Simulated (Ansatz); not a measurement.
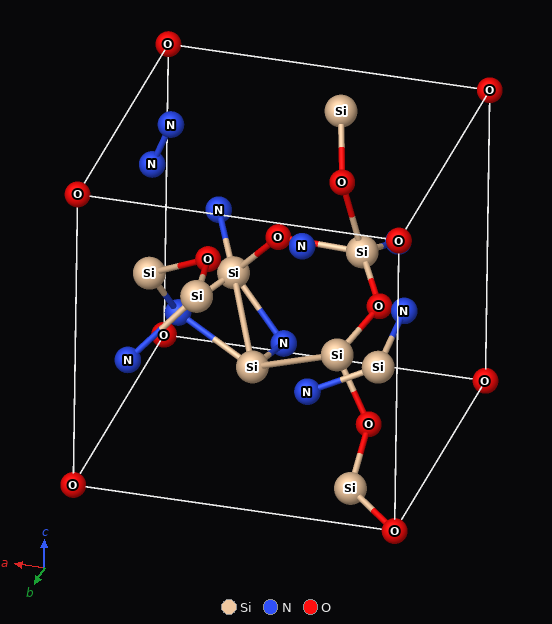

An orthographic ball-and-stick view of the structure, from a general direction. The simulation cell is outlined; an atom on or near a face, edge or corner is repeated at each equivalent position. Finite groups of bonded atoms are drawn whole.

Si$_{9}$N$_{8}$O$_{6}$, a = 6.95 Å, b = 6.75 Å, c = 6.61 Å, α = 92.77°, β = 90.83°, γ = 92.47°.

Setup: DFT PBE, scalar-relativistic, plane waves, PAW in Ansatz; plane waves up to 420 eV, a 3×3×3 k-point mesh, Fermi-Dirac smearing of 0.24 eV, no spin polarisation.

### What is the electronic character?

A semiconductor at this level, with a gap of 0.33 eV on the k-mesh (the true edges may lie between mesh points, so the gap can be somewhat smaller).

### What is the computed pressure?

The computed pressure is 5.0 GPa (compressed: it would expand). The stress isn't hydrostatic: its largest component is 6.9 GPa.

The initial geometry was a structure type filled with these elements by a generator (whether the compound takes this form wasn't checked). Earlier steps of the study may have refined or changed the cell and positions. Ansatz was used for an electronic-structure calculation on it.

At this level of theory the cell isn't at rest (forces up to 5.8 eV/Å), so its distances can differ from those at equilibrium, the more so the softer the solid.
